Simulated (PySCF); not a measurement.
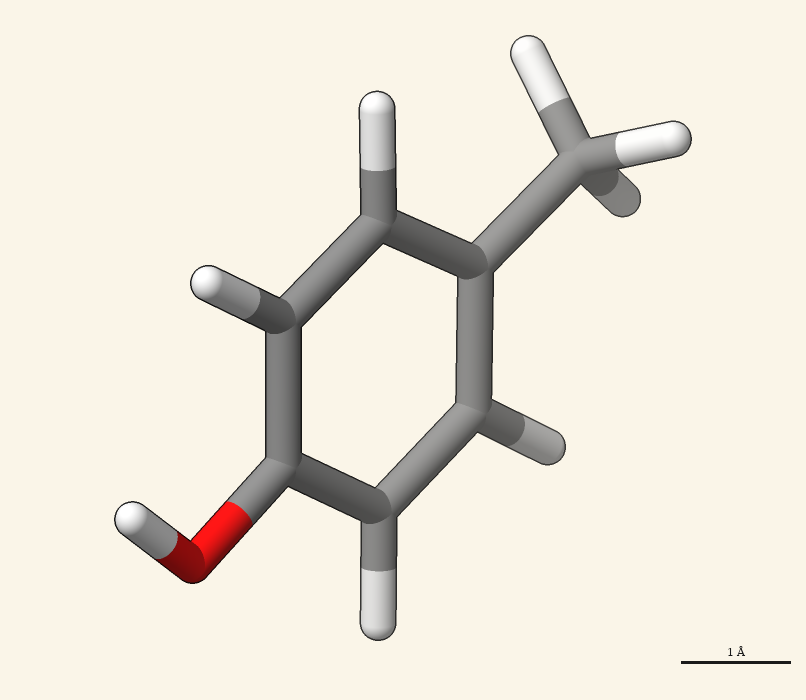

A stick model of a molecule. Colours: carbon grey, oxygen red, hydrogen white.

Give the formula.

Answer. C7H8O, 16 atoms: 7 carbon, 8 hydrogen and 1 oxygen.

Name functional groups in it.

Answer. Among them: phenol.

Give a SMILES string for it.

Answer. Cc1ccc(O)cc1

How many bonds of each kind are drawn?

Answer. 7 C–C, 7 C–H, 1 C–O, 1 O–H.

Does it have rings?

Answer. Independent rings (smallest set): 1 of 6 members, 1 of them aromatic.

The parts below concern this one geometry. Atoms keep their numbers from picture to picture. The computed structure is the end point of a PBE0-D3(BJ)/def2-TZVP optimisation. No frequency run is at hand to confirm it as a minimum.

**Geometry**

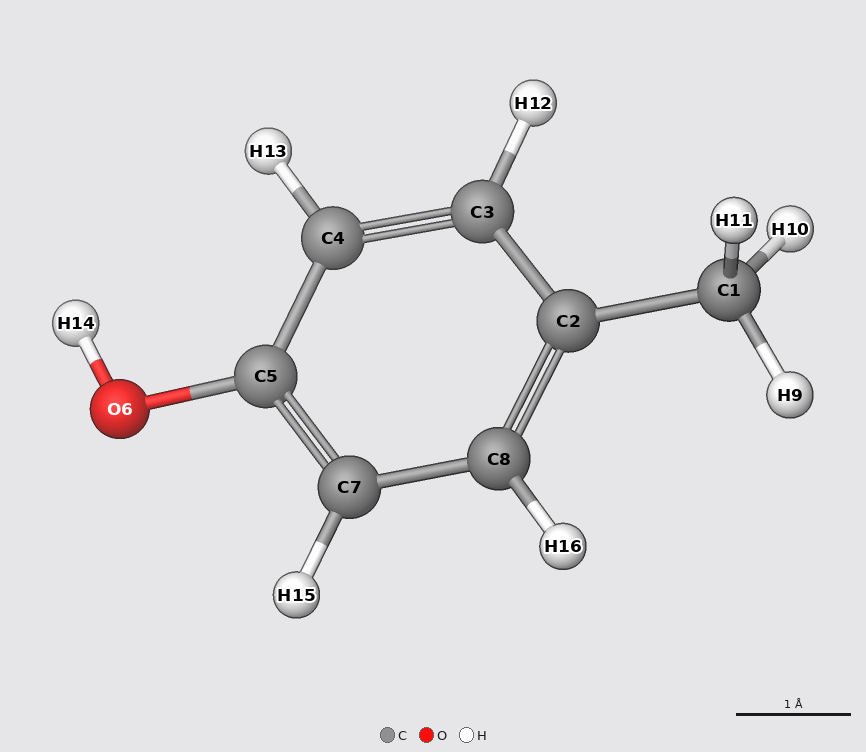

Atoms carry their numbers in the input. No frequency run is at hand to confirm it as a minimum.

How are the neighbours of atom 4 arranged?

Answer. C4 has 3 neighbours (C3 at 1.39, C5 at 1.39, H13 at 1.09 Å); the arrangement is trigonal planar.

How are the neighbours of atom 7 arranged?

Answer. C7 has 3 neighbours (C5 at 1.39, C8 at 1.38, H15 at 1.08 Å); the arrangement is trigonal planar.

How are the neighbours of atom 8 arranged?

Answer. C8 has 3 neighbours (C2 at 1.39, C7 at 1.38, H16 at 1.09 Å); the arrangement is trigonal planar.

What is the geometry at C3?

Answer. C3 has 3 neighbours (C2 at 1.39, C4 at 1.39, H12 at 1.09 Å); the arrangement is trigonal planar.

Which bond is the longest?

Answer. C1–C2, 1.499 Å.

What is the dihedral angle C1–C2–C8–C7?

Answer. 179° in size, that is anti.

**Electronic properties**

No frequency run is at hand to confirm it as a minimum. Level of theory: PBE0/pcSseg-2, gas phase (PySCF 2.14.0).

Give the HOMO energy (Kohn–Sham orbital) at this level.

Answer. −6.30 eV.

Give the LUMO energy (Kohn–Sham orbital) at this level.

Answer. −0.28 eV.

What is the dipole moment?

Answer. 1.38 D.

**NMR shielding**

The questions are on isotropic NMR shieldings of the C atoms. No frequency run is at hand to confirm it as a minimum. Level of theory: GIAO PBE0/pcSseg-2 NMR shielding, non-relativistic, gas phase (PySCF 2.14.0).

List the isotropic NMR shieldings of the C atoms.

| atom | σ (ppm) |
| --- | --- |
| C1 | 162.9 |
| C2 | 47.5 |
| C3 | 46.6 |
| C4 | 65.2 |
| C5 | 20.2 |
| C7 | 63.0 |
| C8 | 45.1 |

**Ring current**

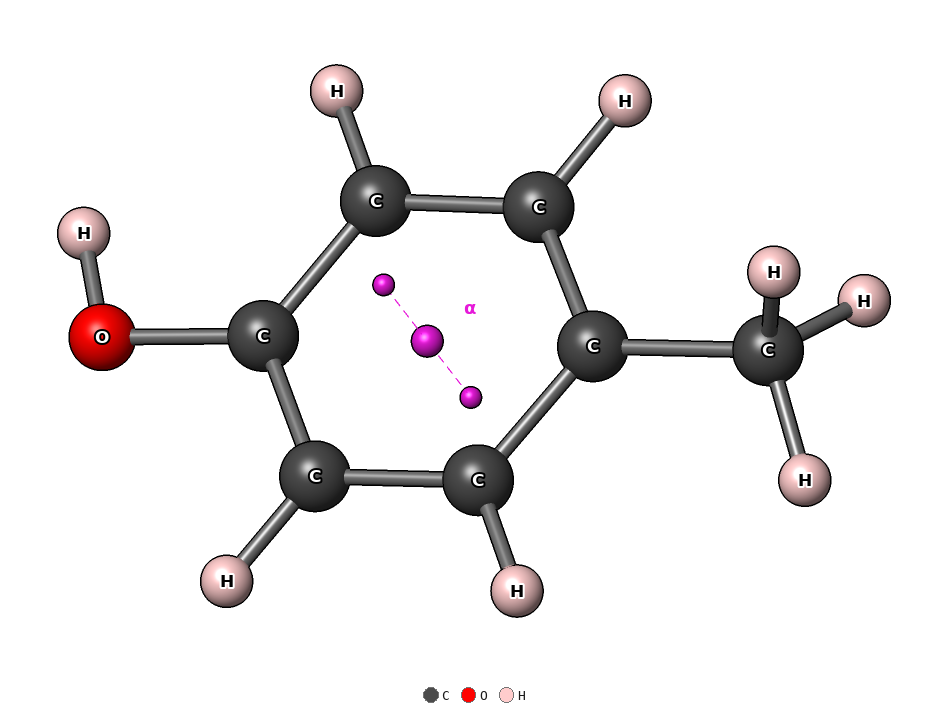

The small points mark where nucleus-independent chemical shifts (NICS) were computed: at the centre of each lettered ring and 1 Å above and below it. No frequency run is at hand to confirm it as a minimum. Properties computed with GIAO PBE0/pcSseg-2 NMR shielding, non-relativistic, gas phase (PySCF 2.14.0).

Give NICS(0), NICS(1) and the out-of-plane component NICS(1)zz for each ring (means of the two sides).

```json
{"ring": "α", "members": "C6", "NICS(0)": "−9.1", "NICS(1)": "−9.4", "NICS(1)zz": "−26.3"}
```

Values in ppm.

What do the values say about the ring currents?

Answer. Ring α: diatropic, as in an aromatic ring. NICS is one index among several.

**Charges**

The questions are on Hirshfeld charges. No frequency run is at hand to confirm it as a minimum. Method: PBE0/pcSseg-2, gas phase (PySCF 2.14.0).

List the Hirshfeld charges.

| atom | value (e) |
| --- | --- |
| C1 | −0.12 |
| C2 | −0.01 |
| C3 | −0.05 |
| C4 | −0.08 |
| C5 | 0.07 |
| O6 | −0.19 |
| C7 | −0.07 |
| C8 | −0.05 |
| H9 | 0.05 |
| H10 | 0.05 |
| H11 | 0.05 |
| H12 | 0.05 |
| H13 | 0.05 |
| H14 | 0.18 |
| H15 | 0.05 |
| H16 | 0.05 |
